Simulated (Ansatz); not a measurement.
# Tantalum, fcc under LDA: structure, energy and stiffness, part 2 of 2

Aim: take tantalum in the fcc structure, relax it, solve it on a dense k-mesh, switch on spin-orbit coupling, then scale the cell to 7 volumes from 88 to 112 % of the relaxed one and try a fit of the equation of state. The k-meshes are 13×13×13 for the relaxation; 21×21×21 for the dense run; 13×13×13 for spin-orbit coupling; 15×15×15 for the volumes.

Ansatz 0.2.0; DFT, LDA (PW92), plane waves (420 eV) with PAW, scalar-relativistic. Earlier steps stand in the parts before.

**5. At 88 % of the relaxed volume**

This is Ta in the fcc structure; at room conditions it is bcc.

Input file input.yaml:

```yaml
crystal:
  lattice:
    - [0.0, 1.9843308413, 1.9843308413]
    - [1.9843308413, 0.0, 1.9843308413]
    - [1.9843308413, 1.9843308413, 0.0]
  atoms:
    - { symbol: Ta, position: [0.0, 0.0, 0.0] }
hamiltonian:
  xc: lda
  pseudopotentials:
    kind: paw
    azcp:
      Ta: "pseudopotentials/Ta.paw.azcp"
basis:
  ecutwfc: 420
  fft_grid_basis: typed
kpoints:
  mp_grid: { grid: [15, 15, 15], shift: [0, 0, 0] }
magnetization:
  spin_polarized: false
scf:
  occupations: { method: fermi_dirac, width: 0.1 }
  lower_state_search: "off"
output:
  stress: true
```

On the command line:

```
> ansatz run input.yaml --threads 2 --pin off --max-ram 5120MiB --backend cpu --events-out ev --progress --plain --runs-dir out
```

Standard output (excerpt; [...] marks lines left out):

```text
Warning: <dir> the record states the generating functional pbe (its physics header spells it `PBE`), which answers neither for hamiltonian.xc's functional nor for the lda family's — results may be inconsistent (PPs are generated against a specific XC)
Warning: RAYON_NUM_THREADS=2 ignored (pool sized by the plan → 2); use --threads N
[...]
Pseudopotentials: kind: paw
Pseudopotential: Ta, paw, valence charge 13, recommended cutoff 420 eV (normal), <dir>
Functional definition: SPW92
[...]
Crystal: 1 atoms, lattice volume = 15.627 Å³
Basis set: ecut = 420 eV, 307 PW (Γ)
Bands: 11, of which v1, the nominal top of the filled ones, is band 7 counted from 1 (6 counted from 0)
Symmetry: 48 space group operations
Space group: Fm-3m (ITA 225), of the structure as read, at distance tolerance 2.5e-5 Å
k-points: 120 of 3375
[...]
SCF iter   1: F=—  HF=-9682.134274 eV  |F-HF|=—  |Δ(HF+E_count)|=         —  Δρ=5.93e-3  dr2=4.76e-3  ethr=1.77e-3  ⟨swp⟩=5.2  Hψ=7400  notcnv=0
[...]
SCF iter   6: F=-9682.132320 eV  HF=-9682.132320 eV  |F-HF|=5.46e-12  |Δ(HF+E_count)|=  3.93e-10  Δρ=2.06e-7  dr2=3.98e-12  ethr=9.72e-12  ⟨swp⟩=1.5  Hψ=3879  notcnv=0
[...]
SCF converged after 6 iterations
Free energy (F): -9682.132320 eV
[...]
E sigma→0 (E₀):  -9682.113962 eV
Entropy (-TS):   -0.036715 eV (-36.715 meV/atom)
Fermi energy:    21.977721 eV
[...]
--- Stress (GPa, compression-positive) ---
       34.012082       0.000000       0.000000
        0.000000      34.012082       0.000000
        0.000000       0.000000      34.012082
  P = ⅓ Tr σ = 34.0121 GPa (340.121 kbar)
```

Wall time 0.6 s (2 threads of Arm Neoverse V2, shared host); peak memory 0.26 GiB.

**6. At 92 % of the relaxed volume**

Edit input.yaml of step 5 so:

```diff
@@ -2,5 +2,5 @@
   lattice:
-    - [0.0, 1.9843308413, 1.9843308413]
-    - [1.9843308413, 0.0, 1.9843308413]
-    - [1.9843308413, 1.9843308413, 0.0]
+    - [0.0, 2.0139520866, 2.0139520866]
+    - [2.0139520866, 0.0, 2.0139520866]
+    - [2.0139520866, 2.0139520866, 0.0]
   atoms:
```

On the command line:

```
> ansatz run input.yaml --threads 2 --pin off --max-ram 5120MiB --backend cpu --events-out ev --progress --plain --runs-dir out
```

Standard output (excerpt; [...] marks lines left out):

```text
Warning: <dir> the record states the generating functional pbe (its physics header spells it `PBE`), which answers neither for hamiltonian.xc's functional nor for the lda family's — results may be inconsistent (PPs are generated against a specific XC)
Warning: RAYON_NUM_THREADS=2 ignored (pool sized by the plan → 2); use --threads N
[...]
[... 3 set-up lines as earlier in the session ...]
[...]
Crystal: 1 atoms, lattice volume = 16.337 Å³
Basis set: ecut = 420 eV, 331 PW (Γ)
Bands: 11, of which v1, the nominal top of the filled ones, is band 7 counted from 1 (6 counted from 0)
[... 2 set-up lines as earlier in the session ...]
k-points: 120 of 3375
[...]
SCF iter   1: F=—  HF=-9682.253849 eV  |F-HF|=—  |Δ(HF+E_count)|=         —  Δρ=5.32e-3  dr2=3.97e-3  ethr=1.77e-3  ⟨swp⟩=5.2  Hψ=7408  notcnv=0
[...]
SCF iter   6: F=-9682.252344 eV  HF=-9682.252344 eV  |F-HF|=0.00e0  |Δ(HF+E_count)|=  1.07e-10  Δρ=2.60e-7  dr2=3.61e-12  ethr=3.19e-12  ⟨swp⟩=1.1  Hψ=3831  notcnv=0
[...]
SCF converged after 6 iterations
Free energy (F): -9682.252344 eV
[...]
E sigma→0 (E₀):  -9682.233220 eV
Entropy (-TS):   -0.038247 eV (-38.247 meV/atom)
Fermi energy:    20.898325 eV
[...]
--- Stress (GPa, compression-positive) ---
       20.550049      -0.000000       0.000000
       -0.000000      20.550049      -0.000000
        0.000000      -0.000000      20.550049
  P = ⅓ Tr σ = 20.5500 GPa (205.500 kbar)
```

Wall time 0.6 s (2 threads of Arm Neoverse V2, shared host); peak memory 0.27 GiB.

**7. At 96 % of the relaxed volume**

Edit input.yaml of step 6 so:

```diff
@@ -2,5 +2,5 @@
   lattice:
-    - [0.0, 2.0139520866, 2.0139520866]
-    - [2.0139520866, 0.0, 2.0139520866]
-    - [2.0139520866, 2.0139520866, 0.0]
+    - [0.0, 2.0427267183, 2.0427267183]
+    - [2.0427267183, 0.0, 2.0427267183]
+    - [2.0427267183, 2.0427267183, 0.0]
   atoms:
@@ -25 +25,5 @@
   stress: true
+  write_density: true
+  write_potential: true
+  elf: true
+  volumetric_format: npy
```

On the command line:

```
> ansatz run input.yaml --threads 2 --pin off --max-ram 5120MiB --backend cpu --events-out ev --progress --plain --runs-dir out
```

Standard output (excerpt; [...] marks lines left out):

```text
Warning: <dir> the record states the generating functional pbe (its physics header spells it `PBE`), which answers neither for hamiltonian.xc's functional nor for the lda family's — results may be inconsistent (PPs are generated against a specific XC)
Warning: RAYON_NUM_THREADS=2 ignored (pool sized by the plan → 2); use --threads N
[...]
[... 3 set-up lines as earlier in the session ...]
[...]
Crystal: 1 atoms, lattice volume = 17.048 Å³
Basis set: ecut = 420 eV, 331 PW (Γ)
Bands: 11, of which v1, the nominal top of the filled ones, is band 7 counted from 1 (6 counted from 0)
[... 2 set-up lines as earlier in the session ...]
k-points: 120 of 3375
[...]
SCF iter   1: F=—  HF=-9682.318994 eV  |F-HF|=—  |Δ(HF+E_count)|=         —  Δρ=4.80e-3  dr2=3.22e-3  ethr=1.77e-3  ⟨swp⟩=5.2  Hψ=7401  notcnv=0
[...]
SCF iter   6: F=-9682.317913 eV  HF=-9682.317913 eV  |F-HF|=3.64e-12  |Δ(HF+E_count)|=  1.22e-10  Δρ=2.70e-7  dr2=4.09e-12  ethr=3.05e-12  ⟨swp⟩=4.4  Hψ=6232  notcnv=0
[...]
SCF converged after 6 iterations
Free energy (F): -9682.317913 eV
[...]
E sigma→0 (E₀):  -9682.298017 eV
Entropy (-TS):   -0.039791 eV (-39.791 meV/atom)
Fermi energy:    19.906263 eV
[...]
--- Stress (GPa, compression-positive) ---
        9.375172      -0.000000       0.000000
       -0.000000       9.375172       0.000000
       -0.000000      -0.000000       9.375172
  P = ⅓ Tr σ = 9.3752 GPa (93.752 kbar)
--- Band table (eV; the first three rows and the last of 120) ---
  k-point 0: bands = ["-47.4514", "-13.3182", "-13.3182", "-13.3182", "11.4091", "20.2355", "20.2355", "20.2355", "23.6135", "23.6135", "32.3700"]
[...]
```

Run time: 0.81 s. Hardware: 2 threads of Arm Neoverse V2, shared host; peak memory 0.27 GiB.

**8. At 100 % of the relaxed volume**

Edit input.yaml of step 7 so:

```diff
@@ -2,5 +2,5 @@
   lattice:
-    - [0.0, 2.0427267183, 2.0427267183]
-    - [2.0427267183, 0.0, 2.0427267183]
-    - [2.0427267183, 2.0427267183, 0.0]
+    - [0.0, 2.0707127538, 2.0707127538]
+    - [2.0707127538, 0.0, 2.0707127538]
+    - [2.0707127538, 2.0707127538, 0.0]
   atoms:
@@ -25,5 +25 @@
   stress: true
-  write_density: true
-  write_potential: true
-  elf: true
-  volumetric_format: npy
```

On the command line:

```
> ansatz run input.yaml --threads 2 --pin off --max-ram 5120MiB --backend cpu --events-out ev --progress --plain --runs-dir out
```

Standard output (excerpt; [...] marks lines left out):

```text
Warning: <dir> the record states the generating functional pbe (its physics header spells it `PBE`), which answers neither for hamiltonian.xc's functional nor for the lda family's — results may be inconsistent (PPs are generated against a specific XC)
Warning: RAYON_NUM_THREADS=2 ignored (pool sized by the plan → 2); use --threads N
[...]
[... 3 set-up lines as earlier in the session ...]
[...]
Crystal: 1 atoms, lattice volume = 17.758 Å³
Basis set: ecut = 420 eV, 331 PW (Γ)
Bands: 11, of which v1, the nominal top of the filled ones, is band 7 counted from 1 (6 counted from 0)
[... 2 set-up lines as earlier in the session ...]
k-points: 120 of 3375
[...]
SCF iter   1: F=—  HF=-9682.338984 eV  |F-HF|=—  |Δ(HF+E_count)|=         —  Δρ=4.38e-3  dr2=2.55e-3  ethr=1.77e-3  ⟨swp⟩=5.2  Hψ=7425  notcnv=0
[...]
SCF iter   6: F=-9682.338287 eV  HF=-9682.338287 eV  |F-HF|=3.64e-12  |Δ(HF+E_count)|=  4.66e-10  Δρ=3.31e-7  dr2=8.84e-12  ethr=7.68e-12  ⟨swp⟩=1.6  Hψ=3925  notcnv=0
[...]
SCF converged after 6 iterations
Free energy (F): -9682.338287 eV
[...]
E sigma→0 (E₀):  -9682.317559 eV
Entropy (-TS):   -0.041456 eV (-41.456 meV/atom)
Fermi energy:    18.992404 eV
[...]
--- Stress (GPa, compression-positive) ---
        0.106386       0.000000       0.000000
        0.000000       0.106386       0.000000
        0.000000      -0.000000       0.106386
  P = ⅓ Tr σ = 0.1064 GPa (1.064 kbar)
```

It took 0.62 s on 2 threads of Arm Neoverse V2, shared host; peak memory 0.27 GiB.

**9. At 104 % of the relaxed volume**

Edit input.yaml of step 8 so:

```diff
@@ -2,5 +2,5 @@
   lattice:
-    - [0.0, 2.0707127538, 2.0707127538]
-    - [2.0707127538, 0.0, 2.0707127538]
-    - [2.0707127538, 2.0707127538, 0.0]
+    - [0.0, 2.0979620991, 2.0979620991]
+    - [2.0979620991, 0.0, 2.0979620991]
+    - [2.0979620991, 2.0979620991, 0.0]
   atoms:
```

On the command line:

```
> ansatz run input.yaml --threads 2 --pin off --max-ram 5120MiB --backend cpu --events-out ev --progress --plain --runs-dir out
```

Standard output (excerpt; [...] marks lines left out):

```text
Warning: <dir> the record states the generating functional pbe (its physics header spells it `PBE`), which answers neither for hamiltonian.xc's functional nor for the lda family's — results may be inconsistent (PPs are generated against a specific XC)
Warning: RAYON_NUM_THREADS=2 ignored (pool sized by the plan → 2); use --threads N
[...]
[... 3 set-up lines as earlier in the session ...]
[...]
Crystal: 1 atoms, lattice volume = 18.468 Å³
Basis set: ecut = 420 eV, 339 PW (Γ)
Bands: 11, of which v1, the nominal top of the filled ones, is band 7 counted from 1 (6 counted from 0)
[... 2 set-up lines as earlier in the session ...]
k-points: 120 of 3375
[...]
SCF iter   1: F=—  HF=-9682.321628 eV  |F-HF|=—  |Δ(HF+E_count)|=         —  Δρ=4.07e-3  dr2=2.02e-3  ethr=1.77e-3  ⟨swp⟩=5.1  Hψ=7447  notcnv=0
[...]
SCF iter   6: F=-9682.321204 eV  HF=-9682.321204 eV  |F-HF|=7.28e-12  |Δ(HF+E_count)|=  5.68e-10  Δρ=3.40e-7  dr2=1.11e-11  ethr=9.49e-12  ⟨swp⟩=1.8  Hψ=4038  notcnv=0
[...]
SCF converged after 6 iterations
Free energy (F): -9682.321204 eV
[...]
E sigma→0 (E₀):  -9682.299620 eV
Entropy (-TS):   -0.043167 eV (-43.167 meV/atom)
Fermi energy:    18.147657 eV
[...]
--- Stress (GPa, compression-positive) ---
       -7.573036       0.000000      -0.000000
        0.000000      -7.573036      -0.000000
       -0.000000      -0.000000      -7.573036
  P = ⅓ Tr σ = -7.5730 GPa (-75.730 kbar)
```

Wall time 0.71 s (2 threads of Arm Neoverse V2, shared host); peak memory 0.27 GiB.

**10. At 108 % of the relaxed volume**

Edit input.yaml of step 9 so:

```diff
@@ -2,5 +2,5 @@
   lattice:
-    - [0.0, 2.0979620991, 2.0979620991]
-    - [2.0979620991, 0.0, 2.0979620991]
-    - [2.0979620991, 2.0979620991, 0.0]
+    - [0.0, 2.1245214008, 2.1245214008]
+    - [2.1245214008, 0.0, 2.1245214008]
+    - [2.1245214008, 2.1245214008, 0.0]
   atoms:
@@ -25 +25,5 @@
   stress: true
+  write_density: true
+  write_potential: true
+  elf: true
+  volumetric_format: npy
```

On the command line:

```
> ansatz run input.yaml --threads 2 --pin off --max-ram 5120MiB --backend cpu --events-out ev --progress --plain --runs-dir out
```

Standard output (excerpt; [...] marks lines left out):

```text
Warning: <dir> the record states the generating functional pbe (its physics header spells it `PBE`), which answers neither for hamiltonian.xc's functional nor for the lda family's — results may be inconsistent (PPs are generated against a specific XC)
Warning: RAYON_NUM_THREADS=2 ignored (pool sized by the plan → 2); use --threads N
[...]
[... 3 set-up lines as earlier in the session ...]
[...]
Crystal: 1 atoms, lattice volume = 19.178 Å³
Basis set: ecut = 420 eV, 339 PW (Γ)
Bands: 11, of which v1, the nominal top of the filled ones, is band 7 counted from 1 (6 counted from 0)
[... 1 set-up line as earlier in the session ...]
Space group: Fm-3m (ITA 225), of the structure as read, at distance tolerance 2.7e-5 Å
k-points: 120 of 3375
[...]
SCF iter   1: F=—  HF=-9682.273275 eV  |F-HF|=—  |Δ(HF+E_count)|=         —  Δρ=3.84e-3  dr2=1.62e-3  ethr=1.77e-3  ⟨swp⟩=5.1  Hψ=7436  notcnv=0
[...]
SCF iter   6: F=-9682.273097 eV  HF=-9682.273097 eV  |F-HF|=1.27e-11  |Δ(HF+E_count)|=  3.53e-10  Δρ=4.19e-7  dr2=1.49e-11  ethr=7.24e-12  ⟨swp⟩=4.6  Hψ=6250  notcnv=0
[...]
SCF converged after 6 iterations
Free energy (F): -9682.273097 eV
[...]
E sigma→0 (E₀):  -9682.250699 eV
Entropy (-TS):   -0.044796 eV (-44.796 meV/atom)
Fermi energy:    17.364179 eV
[...]
--- Stress (GPa, compression-positive) ---
      -13.930631       0.000000       0.000000
        0.000000     -13.930631       0.000000
        0.000000       0.000000     -13.930631
  P = ⅓ Tr σ = -13.9306 GPa (-139.306 kbar)
--- Band table (eV; the first three rows and the last of 120) ---
  k-point 0: bands = ["-50.2435", "-16.2599", "-16.2599", "-16.2599", "9.3750", "17.7704", "17.7704", "17.7704", "20.6394", "20.6394", "29.5836"]
[...]
```

Run time: 0.98 s. Hardware: 2 threads of Arm Neoverse V2, shared host; peak memory 0.28 GiB.

**11. At 112 % of the relaxed volume**

Edit input.yaml of step 10 so:

```diff
@@ -2,5 +2,5 @@
   lattice:
-    - [0.0, 2.1245214008, 2.1245214008]
-    - [2.1245214008, 0.0, 2.1245214008]
-    - [2.1245214008, 2.1245214008, 0.0]
+    - [0.0, 2.1504327521, 2.1504327521]
+    - [2.1504327521, 0.0, 2.1504327521]
+    - [2.1504327521, 2.1504327521, 0.0]
   atoms:
@@ -25,5 +25 @@
   stress: true
-  write_density: true
-  write_potential: true
-  elf: true
-  volumetric_format: npy
```

On the command line:

```
> ansatz run input.yaml --threads 2 --pin off --max-ram 5120MiB --backend cpu --events-out ev --progress --plain --runs-dir out
```

Standard output (excerpt; [...] marks lines left out):

```text
Warning: <dir> the record states the generating functional pbe (its physics header spells it `PBE`), which answers neither for hamiltonian.xc's functional nor for the lda family's — results may be inconsistent (PPs are generated against a specific XC)
Warning: RAYON_NUM_THREADS=2 ignored (pool sized by the plan → 2); use --threads N
[...]
[... 3 set-up lines as earlier in the session ...]
[...]
Crystal: 1 atoms, lattice volume = 19.889 Å³
Basis set: ecut = 420 eV, 387 PW (Γ)
Bands: 11, of which v1, the nominal top of the filled ones, is band 7 counted from 1 (6 counted from 0)
[... 2 set-up lines as earlier in the session ...]
k-points: 120 of 3375
[...]
SCF iter   1: F=—  HF=-9682.199366 eV  |F-HF|=—  |Δ(HF+E_count)|=         —  Δρ=3.71e-3  dr2=1.38e-3  ethr=1.77e-3  ⟨swp⟩=5.1  Hψ=7422  notcnv=0
[...]
SCF iter   6: F=-9682.199305 eV  HF=-9682.199305 eV  |F-HF|=5.24e-9  |Δ(HF+E_count)|=   1.66e-8  Δρ=1.13e-5  dr2=9.55e-9  ethr=4.16e-10  ⟨swp⟩=2.1  Hψ=4475  notcnv=0
[...]
SCF converged after 6 iterations
Free energy (F): -9682.199305 eV
[...]
E sigma→0 (E₀):  -9682.176177 eV
Entropy (-TS):   -0.046255 eV (-46.255 meV/atom)
Fermi energy:    16.635483 eV
[...]
--- Stress (GPa, compression-positive) ---
      -19.189803       0.000000       0.000000
        0.000000     -19.189803      -0.000000
       -0.000000      -0.000000     -19.189803
  P = ⅓ Tr σ = -19.1898 GPa (-191.898 kbar)
```

It took 0.77 s on 2 threads of Arm Neoverse V2, shared host; peak memory 0.27 GiB.

**12. Energy and pressure against volume**

All volumes keep the relaxed shape and fractional coordinates.

| V (Å³/atom) | E − E₀ (meV/atom) | P from the stress (GPa) | P from the fit (GPa) |
| --- | --- | --- | --- |
| 15.627 | 203.5 | 34.01 | 33.92 |
| 16.337 | 84.3 | 20.55 | 20.36 |
| 17.048 | 19.5 | 9.38 | 9.18 |
| 17.758 | -0.1 | 0.11 | -0.08 |
| 18.468 | 17.9 | -7.57 | -7.74 |
| 19.178 | 66.8 | -13.93 | -14.11 |
| 19.889 | 141.3 | -19.19 | -19.39 |

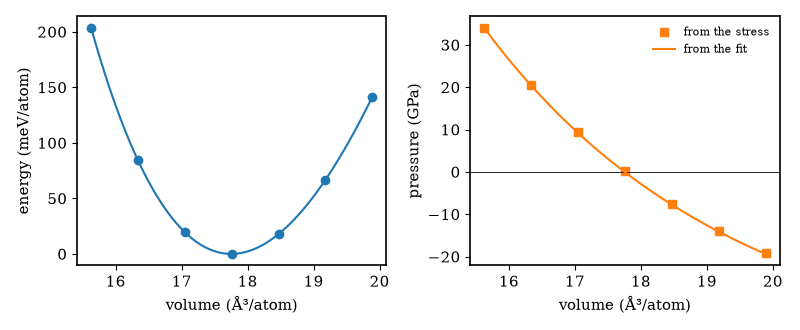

Energy and pressure against volume; the lines are the Birch-Murnaghan fit.

A third-order Birch-Murnaghan fit gives V₀ = 17.751 Å³/atom, B₀ = 210 GPa and B₀′ = 3.7; it misses no point by more than 0.08 meV/atom.

The fit is made to E(σ → 0), while the stress belongs to the free energy F; that is one source of the offset between the two pressures.

**13. What came out**

The summary covers parts 1 to 2.

| quantity | value |
| --- | --- |
| space group (spins left aside) | Fm-3m (No. 225) |
| conventional cell | a = 4.141 Å |
| volume | 17.758 Å³/atom |
| shortest distance | 2.928 Å |
| gap on the mesh | none (levels filled in part) |
| relative to bcc | +289 meV/atom |
| highest ELF outside the cores | 0.64, 1.75 Å from the nearest atom |
| V₀, B₀, B₀′ | 17.751 Å³/atom, 210 GPa, 3.7 |

**Reading.** From the guessed start the volume shrank by 1.7 % in 5 steps. It lies 289 meV/atom above the element's reference form at the same level (bcc, from a run of its own), so it is far from stable. Levels at the Fermi energy are filled in part, as in a metal. The total energy of the spin-orbit run lies -21.7 eV/atom from the scalar one, but the two kinds of run don't share a zero of energy: only differences within one kind count. B₀ comes out at 210 GPa. Relaxation kept the symmetry; phonons were not checked.
